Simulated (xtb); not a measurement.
**Molecular dynamics, with input and output: GeHSCl$_{2}$ (charge +1) (part 2 of 4)**

GeHSCl$_{2}$, charge +1; GFN0-xTB (xtb 6.7.1). The starting geometry was optimised with GFN2-xTB.

Geometry of the input (Å):
```
S  0.1109  1.6682  -0.1825
Ge -0.0265  -0.4711  0.7363
Cl 2.0222  -1.1688  0.8815
Cl -0.9256  -1.7187  -0.8265
H  -1.1312  1.6168  -0.6502
```

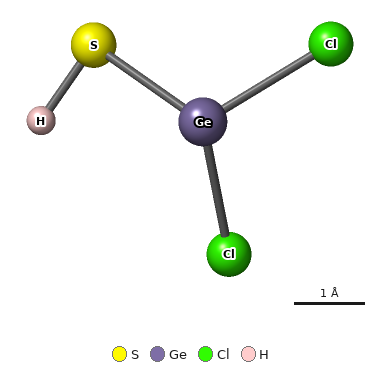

The structure as given in the input (ball-and-stick view, seen at a tilt). Sticks mark near contacts.

What the program printed, continued
```
........................................................................
.............................. CYCLE   16 ..............................
........................................................................
     Diagonalization            ...        0 min,  0.000 sec
 * total energy  :   -12.7286442 Eh     change    :  -0.1118573E-02 Eh
   gradient norm :     0.0325683 Eh/a0  converged?    E=F G=F D=F
   time step     :     0.2500000 fs     power     :   0.5508589E-07
   step length   :     0.0490648 a0     speed     :   0.4747282E-02

........................................................................
.............................. CYCLE   17 ..............................
........................................................................
     Diagonalization            ...        0 min,  0.000 sec
 * total energy  :   -12.7298532 Eh     change    :  -0.1208999E-02 Eh
   gradient norm :     0.0334486 Eh/a0  converged?    E=F G=F D=F
   time step     :     0.2750000 fs     power     :   0.5506780E-07
   step length   :     0.0538987 a0     speed     :   0.4740899E-02

........................................................................
.............................. CYCLE   18 ..............................
........................................................................
     Diagonalization            ...        0 min,  0.000 sec
 * total energy  :   -12.7312186 Eh     change    :  -0.1365460E-02 Eh
   gradient norm :     0.0335739 Eh/a0  converged?    E=F G=F D=F
   time step     :     0.3025000 fs     power     :   0.5743209E-07
   step length   :     0.0593381 a0     speed     :   0.4744859E-02
 * RMSD in coord.:     0.1549412 a0     energy gain  -0.9389284E-02 Eh

........................................................................
.............................. CYCLE   19 ..............................
........................................................................
     Diagonalization            ...        0 min,  0.000 sec
 * total energy  :   -12.7323910 Eh     change    :  -0.1172331E-02 Eh
   gradient norm :     0.0326930 Eh/a0  converged?    E=F G=F D=F
   time step     :     0.2500000 fs     power     :   0.6053753E-07
   step length   :     0.0489265 a0     speed     :   0.4733897E-02

........................................................................
.............................. CYCLE   20 ..............................
........................................................................
     Diagonalization            ...        0 min,  0.000 sec
 * total energy  :   -12.7336056 Eh     change    :  -0.1214652E-02 Eh
   gradient norm :     0.0309065 Eh/a0  converged?    E=F G=F D=F
   time step     :     0.2500000 fs     power     :   0.6263836E-07
   step length   :     0.0491209 a0     speed     :   0.4752716E-02

........................................................................
.............................. CYCLE   21 ..............................
........................................................................
     Diagonalization            ...        0 min,  0.000 sec
 * total energy  :   -12.7348333 Eh     change    :  -0.1227735E-02 Eh
   gradient norm :     0.0285261 Eh/a0  converged?    E=F G=F D=F
   time step     :     0.2500000 fs     power     :   0.6290483E-07
   step length   :     0.0496156 a0     speed     :   0.4800578E-02

........................................................................
.............................. CYCLE   22 ..............................
........................................................................
     Diagonalization            ...        0 min,  0.000 sec
 * total energy  :   -12.7360377 Eh     change    :  -0.1204348E-02 Eh
   gradient norm :     0.0259154 Eh/a0  converged?    E=F G=F D=F
   time step     :     0.2500000 fs     power     :   0.6115911E-07
   step length   :     0.0503391 a0     speed     :   0.4870581E-02

........................................................................
.............................. CYCLE   23 ..............................
........................................................................
     Diagonalization            ...        0 min,  0.000 sec
 * total energy  :   -12.7371848 Eh     change    :  -0.1147142E-02 Eh
   gradient norm :     0.0233551 Eh/a0  converged?    E=F G=F D=F
   time step     :     0.2500000 fs     power     :   0.5768083E-07
   step length   :     0.0511850 a0     speed     :   0.4952426E-02

........................................................................
.............................. CYCLE   24 ..............................
........................................................................
     Diagonalization            ...        0 min,  0.000 sec
 * total energy  :   -12.7383508 Eh     change    :  -0.1165977E-02 Eh
   gradient norm :     0.0207605 Eh/a0  converged?    E=F G=F D=F
   time step     :     0.2750000 fs     power     :   0.5234164E-07
   step length   :     0.0573773 a0     speed     :   0.5046871E-02

........................................................................
.............................. CYCLE   25 ..............................
........................................................................
     Diagonalization            ...        0 min,  0.000 sec
 * total energy  :   -12.7394890 Eh     change    :  -0.1138211E-02 Eh
   gradient norm :     0.0182500 Eh/a0  converged?    E=F G=F D=F
   time step     :     0.3025000 fs     power     :   0.4530128E-07
   step length   :     0.0642643 a0     speed     :   0.5138775E-02

........................................................................
.............................. CYCLE   26 ..............................
........................................................................
     Diagonalization            ...        0 min,  0.000 sec
 * total energy  :   -12.7405446 Eh     change    :  -0.1055556E-02 Eh
   gradient norm :     0.0159971 Eh/a0  converged?    E=F G=F D=F
   time step     :     0.3327500 fs     power     :   0.3679128E-07
   step length   :     0.0716534 a0     speed     :   0.5208756E-02
 * RMSD in coord.:     0.1960450 a0     energy gain  -0.9325951E-02 Eh

........................................................................
.............................. CYCLE   27 ..............................
........................................................................
     Diagonalization            ...        0 min,  0.000 sec
 * total energy  :   -12.7411976 Eh     change    :  -0.6530486E-03 Eh
   gradient norm :     0.0147145 Eh/a0  converged?    E=F G=F D=F
   time step     :     0.2500000 fs     power     :   0.3078368E-07
   step length   :     0.0536696 a0     speed     :   0.5192822E-02

........................................................................
.............................. CYCLE   28 ..............................
........................................................................
     Diagonalization            ...        0 min,  0.000 sec
 * total energy  :   -12.7417434 Eh     change    :  -0.5457862E-03 Eh
   gradient norm :     0.0137620 Eh/a0  converged?    E=F G=F D=F
   time step     :     0.2500000 fs     power     :   0.2531365E-07
   step length   :     0.0530461 a0     speed     :   0.5132496E-02

........................................................................
.............................. CYCLE   29 ..............................
........................................................................
     Diagonalization            ...        0 min,  0.000 sec
 * total energy  :   -12.7421947 Eh     change    :  -0.4513389E-03 Eh
   gradient norm :     0.0131452 Eh/a0  converged?    E=F G=F D=F
   time step     :     0.2500000 fs     power     :   0.2062248E-07
   step length   :     0.0519402 a0     speed     :   0.5025498E-02

........................................................................
.............................. CYCLE   30 ..............................
........................................................................
     Diagonalization            ...        0 min,  0.000 sec
 * total energy  :   -12.7425680 Eh     change    :  -0.3732445E-03 Eh
   gradient norm :     0.0127790 Eh/a0  converged?    E=F G=F D=F
   time step     :     0.2500000 fs     power     :   0.1686877E-07
   step length   :     0.0503796 a0     speed     :   0.4874492E-02

........................................................................
.............................. CYCLE   31 ..............................
........................................................................
     Diagonalization            ...        0 min,  0.000 sec
 * total energy  :   -12.7428806 Eh     change    :  -0.3126052E-03 Eh
   gradient norm :     0.0125082 Eh/a0  converged?    E=F G=F D=F
   time step     :     0.2500000 fs     power     :   0.1405920E-07
   step length   :     0.0484603 a0     speed     :   0.4688790E-02

........................................................................
.............................. CYCLE   32 ..............................
........................................................................
     Diagonalization            ...        0 min,  0.000 sec
 * total energy  :   -12.7431714 Eh     change    :  -0.2908223E-03 Eh
   gradient norm :     0.0121455 Eh/a0  converged?    E=F G=F D=F
   time step     :     0.2750000 fs     power     :   0.1165350E-07
   step length   :     0.0510002 a0     speed     :   0.4485944E-02

........................................................................
.............................. CYCLE   33 ..............................
........................................................................
     Diagonalization            ...        0 min,  0.000 sec
 * total energy  :   -12.7434394 Eh     change    :  -0.2679448E-03 Eh
   gradient norm :     0.0115166 Eh/a0  converged?    E=F G=F D=F
   time step     :     0.3025000 fs     power     :   0.9502607E-08
   step length   :     0.0534641 a0     speed     :   0.4275158E-02

........................................................................
.............................. CYCLE   34 ..............................
........................................................................
     Diagonalization            ...        0 min,  0.000 sec
 * total energy  :   -12.7436788 Eh     change    :  -0.2394479E-03 Eh
   gradient norm :     0.0103890 Eh/a0  converged?    E=F G=F D=F
   time step     :     0.3327500 fs     power     :   0.7354983E-08
   step length   :     0.0558761 a0     speed     :   0.4061846E-02

........................................................................
.............................. CYCLE   35 ..............................
........................................................................
     Diagonalization            ...        0 min,  0.000 sec
 * total energy  :   -12.7438741 Eh     change    :  -0.1953105E-03 Eh
   gradient norm :     0.0085193 Eh/a0  converged?    E=F G=F D=F
   time step     :     0.3660250 fs     power     :   0.4818764E-08
   step length   :     0.0582188 a0     speed     :   0.3847401E-02
 * RMSD in coord.:     0.2055799 a0     energy gain  -0.3329549E-02 Eh

........................................................................
.............................. CYCLE   36 ..............................
........................................................................
     Diagonalization            ...        0 min,  0.000 sec
 * total energy  :   -12.7439647 Eh     change    :  -0.9060467E-04 Eh
   gradient norm :     0.0067767 Eh/a0  converged?    E=F G=F D=F
   time step     :     0.2500000 fs     power     :   0.3272915E-08
   step length   :     0.0372377 a0     speed     :   0.3602950E-02

........................................................................
.............................. CYCLE   37 ..............................
........................................................................
     Diagonalization            ...        0 min,  0.000 sec
 * total energy  :   -12.7440175 Eh     change    :  -0.5272106E-04 Eh
   gradient norm :     0.0046818 Eh/a0  converged?    E=F G=F D=F
   time step     :     0.2500000 fs     power     :   0.1179550E-08
   step length   :     0.0347514 a0     speed     :   0.3362386E-02

........................................................................
.............................. CYCLE   38 ..............................
........................................................................
     Diagonalization            ...        0 min,  0.000 sec
 * total energy  :   -12.7440231 Eh     change    :  -0.5640495E-05 Eh
   gradient norm :     0.0030386 Eh/a0  converged?    E=T G=T D=F
   time step     :     0.2500000 fs     power     :  -0.1390109E-08
   step length   :     0.0320047 a0     speed     :   0.3096624E-02

   *** GEOMETRY OPTIMIZATION CONVERGED AFTER 38 CYCLES ***

------------------------------------------------------------------------
 total energy gain   :        -0.0388627 Eh      -24.3867 kcal/mol
 total RMSD          :         0.6909149 a0        0.3656 Å
 total power (kW/mol):        -2.6851046 (step)-1402.1543 (real)
------------------------------------------------------------------------

 FIRE (total)                  0 d,  0 h,  0 min,  0.073 sec
 setup                          ...        0 min,  0.000 sec (  0.130%)
 velocities                     ...        0 min,  0.000 sec (  0.057%)
 propagation                    ...        0 min,  0.000 sec (  0.065%)
 singlepoint calculation        ...        0 min,  0.070 sec ( 96.737%)
 log and printout               ...        0 min,  0.002 sec (  2.161%)
 preconditioner                 ...        0 min,  0.000 sec (  0.048%)
 model hessian                  ...        0 min,  0.000 sec (  0.009%)
 hessian update                 ...        0 min,  0.000 sec (  0.048%)
```
